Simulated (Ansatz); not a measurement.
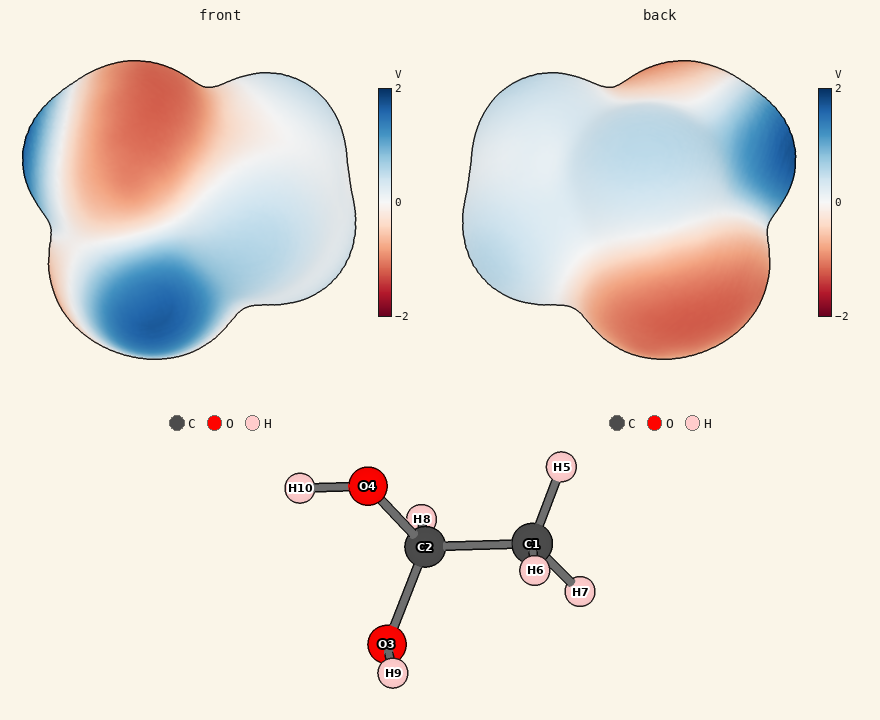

C2H6O2 (SMILES CC(O)O). The electrostatic potential painted on the density surface at 0.001 e/bohr³, seen from the front and from behind; the colour scale runs from red (negative) to blue (positive). The bare structure is drawn below in the same view.

Geometry: B3LYP-D3(BJ)/def2-SVP.

These are results of isolated molecule in a Gaussian basis; Kohn-Sham density functional theory, functional PBE0 (Ansatz 0.2.0), not measurements.

```json
{"atom": "C", "x (Å)": "-0.0193", "y (Å)": "1.1340", "z (Å)": "-0.0889"}
{"atom": "C", "x (Å)": "-1.4592", "y (Å)": "0.7266", "z (Å)": "-0.3431"}
{"atom": "O", "x (Å)": "-2.3236", "y (Å)": "1.1216", "z (Å)": "0.6921"}
{"atom": "O", "x (Å)": "-1.8392", "y (Å)": "1.2836", "z (Å)": "-1.5757"}
{"atom": "H", "x (Å)": "0.6398", "y (Å)": "0.7583", "z (Å)": "-0.8852"}
{"atom": "H", "x (Å)": "0.0558", "y (Å)": "2.2343", "z (Å)": "-0.0791"}
{"atom": "H", "x (Å)": "0.3219", "y (Å)": "0.7416", "z (Å)": "0.8796"}
{"atom": "H", "x (Å)": "-1.5477", "y (Å)": "-0.3771", "z (Å)": "-0.3634"}
{"atom": "H", "x (Å)": "-2.2365", "y (Å)": "2.0821", "z (Å)": "0.7872"}
{"atom": "H", "x (Å)": "-2.7564", "y (Å)": "1.0217", "z (Å)": "-1.7360"}
```

Q: Describe the electrostatic potential map.

A: The most negative region (about −1.2 V, or −28 kcal/mol for a unit charge) lies over O3 and O4, the most positive (about +1.7 V, or +39 kcal/mol for a unit charge) over H9 and H10.

Q: What dipole moment does the calculation give?

A: Its dipole moment is 0.20 D.
